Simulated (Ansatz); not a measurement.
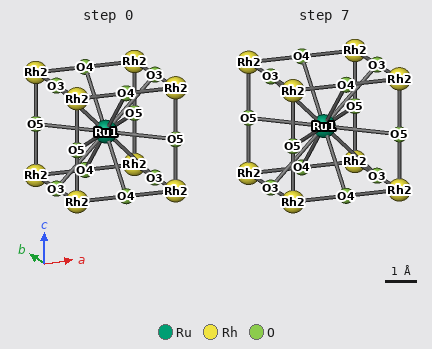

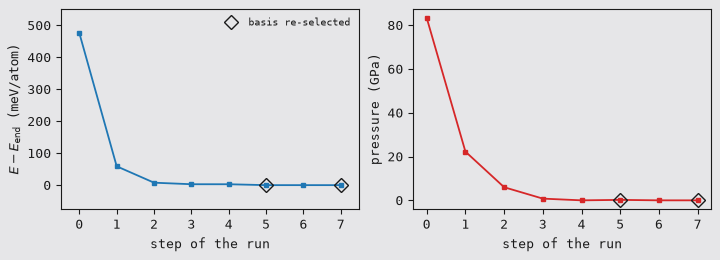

First and last geometry of a relaxation of solid RuRhO$_{3}$ (a generated structure, set up in Pm-3m), with the history of the run. The picture is a ball-and-stick view of the cell of the calculation, seen slightly off an axis.

The start is a swapped structure.

Method: DFT, PAW plane waves, r2SCAN in Ansatz. Settings: plane-wave cutoff 500 eV; k-point mesh 10 × 10 × 10; occupations gaussian; smearing width 0.0795 eV; no spin polarisation; cell and atoms relaxed; at most 60 steps.

What do the curves and the structures tell?

It converged. After 5 accepted moves (7 points after the start) the energy has fallen by 476 meV per atom. All forces vanish by symmetry, so only the cell relaxes. The pressure goes from 83.35 to 0.01 GPa. At 2 points the geometry stayed and the basis and grid were re-selected for the new cell (energy shift of 2.8 meV per atom at most each time). No atom moves by more than 0.005 Å relative to the cell. The drawn cell changes as follows: a = b = c 3.542 → 3.820 Å (+7.9 %); the volume changes by +25.5 %. Near-neighbour distances that change, for instance: Ru1–O3 2.504 → 2.701 Å, Rh2–O3 1.771 → 1.910 Å. The space group stays Pm-3m (No. 221). The run took 71 s on 2 threads of Arm Neoverse V1, with other jobs on the host, peak memory 0.55 GiB.

```tsv
step	E − E(0), meV/atom	pressure, GPa	volume, Å³/atom	note
0	0.00	83.35	8.885	
1	-416.84	22.27	10.249	
2	-468.17	6.00	10.855	
3	-472.98	0.79	11.097	
4	-473.04	0.00	11.137	
5	-475.82	0.22	11.137	same geometry, new basis
6	-475.82	0.01	11.147	
7	-475.83	0.01	11.147	same geometry, new basis
```

Limits of the set-up: an odd number of electrons was run without spin polarisation, which fails if the electron would localise.
